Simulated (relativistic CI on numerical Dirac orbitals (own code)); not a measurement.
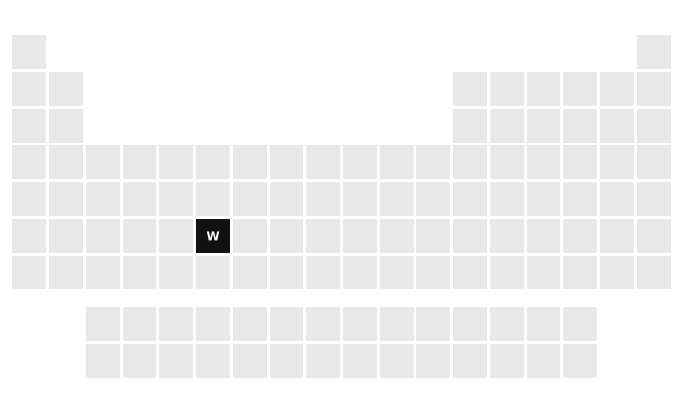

**Figure 1.** The place of tungsten in the periodic table.

W⁺: relativistic CI calculation

System: W⁺.
Method: Dirac-Coulomb-Breit CI, KLI orbitals optimised for each configuration, numerical settings as typed (relativistic CI on numerical Dirac orbitals, in-house).

Input file:
```
atom W  Z=74  charge=1  electrons=73
nucleus A=184  rms_radius_fm=5.3658
hamiltonian dirac-coulomb  breit=on  qed=off  c_scale=1
orbitals kli  potential=per-configuration
slater_scale 1
correlation none
mixing on
grid step=0.0125 r_max=129.7
scf mixing=0.4 start=bare max_iterations=30 tolerance=2e-08 node_fill=0.05
configurations
  [Xe] 4f14 5d4 6s
end
```

Hardware: 1 CPU thread, shared host.

The run was one of a batch that the task file lists, launched with:
```bash
python <driver script> task.json out
```

The program writes its results to a structured record and prints no log; tables and figures of this report are taken from that record.

Outcome:

- outcome: not converged

What went wrong:

The run did not meet its convergence test, so its last values are not results. Caveats: SCF of 1s2 2s2 2p6 3s2 3p6 3d10 4s2 4p6 4d10 4f14 5s2 5p6 5d4 6s did not converge.
